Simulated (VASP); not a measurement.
Band structure of ZnSe (zinc blende). Calculation: r2SCAN+rVV10, VASP's PBE PAW potentials (set 64) (plane waves; VASP 6.6.1).

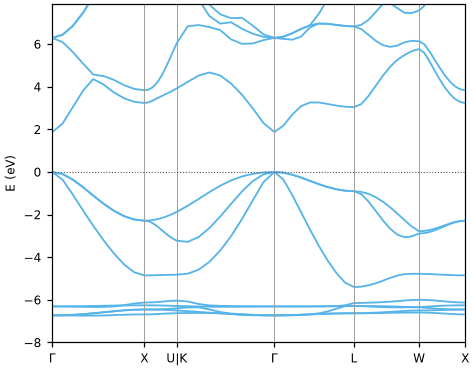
*Bands along high-symmetry lines, zero at the valence-band maximum or, without a gap, the Fermi level*

**Question.** Read the plot: is there a gap, and where are the band edges?

**Answer.** The gap is direct, 1.87 eV, from the valence maximum at Γ to the conduction minimum at Γ.

Measured: gap 2.87 eV (computed value off by -1.00 eV), as given by Wei Chen et al., Physical Review Materials (2018), doi:10.1103/physrevmaterials.2.073803 [zero-point renormalisation of 0.05 eV added back (the table's ZPR column)].

The compound is ZnSe in the zinc blende structure. It was relaxed first.
